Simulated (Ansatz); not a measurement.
SiO2 (P3_221): refractive index against wavelength

The refractive index of SiO2 (P3_221) along x below the direct gap (6.30 eV on the mesh) is read from one computed spectrum, n = √(Re ε). x, y and z are the Cartesian axes of the input cell.

It takes space group P3_221 (No. 154, trigonal). The conventional cell has a = 4.916 Å, b = 4.916 Å, c = 5.408 Å, α = 90.00°, β = 90.00°, γ = 120.00°. Around Si on site a lie 4 O at 1.61 Å. O on site c is surrounded by 2 Si at 1.61 Å.

Method: Ansatz 0.2.0, PBE, independent particles, k-mesh 6×6×4 with interpolation inside its cells, Gaussian parameter 0.1 eV.

Launch of the response step: `ansatz run input.yaml --threads 4 --pin off --max-ram 8192MiB --backend cpu --events-out ev --progress --plain --runs-dir out`. The run took 46 s, on 4 threads of Arm Neoverse V1, on a shared host.

| wavelength (nm) | photon energy E (eV) | n |
| --- | --- | --- |
| 700 | 1.771 | 1.6104 |
| 633 | 1.959 | 1.6126 |
| 532 | 2.331 | 1.6176 |
| 450 | 2.755 | 1.6247 |
| 405 | 3.061 | 1.6308 |
| 365 | 3.397 | 1.6384 |
| 308 | 4.025 | ? |

In the single-oscillator model n² − 1 = E₀E_d/(E₀² − E²), so 1/(n² − 1) = E₀/E_d − E²/(E₀E_d) is linear in E².

Working, on the rows shown:

| x = E² (eV²) | y = 1/(n² − 1) |
| --- | --- |
| 3.13716 | 0.627593 |
| 3.83641 | 0.624813 |
| 5.43137 | 0.618571 |
| 7.59115 | 0.609886 |
| 9.37179 | 0.602588 |
| 11.5384 | 0.593699 |

Means: x̄ = 6.8177, ȳ = 0.61286. Σ(x − x̄)(y − ȳ) = -0.2168, Σ(x − x̄)² = 53.76. Slope = -0.2168 / 53.76 = -0.004032; intercept = ȳ − slope · x̄ = 0.64035. Turned back into n, the line misses the rows shown by at most 0.00012.

**Question.** What does the fit predict for the withheld row, and how well does it do?

**Answer.** At x = 16.204 the line gives y = 0.57501, that is 1.6550. The run gave 1.6557, so the extrapolation is off by 0.00068, 1.5 % of the range in the table.

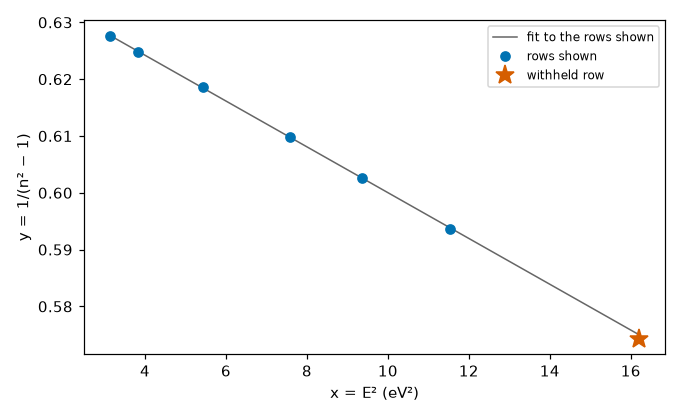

Refitted with all rows, the slope is -0.004078 and the intercept 0.64062. These give E₀ = √(intercept/−slope) = 12.53 eV and E_d = E₀/intercept = 19.6 eV; E₀ is 2.0 times the direct gap. The electronic limit at long wavelengths, without lattice vibrations, is n = √(1 + 1/intercept) = 1.600. Excitons are left out and so are local fields; PBE gaps are as a rule too small.
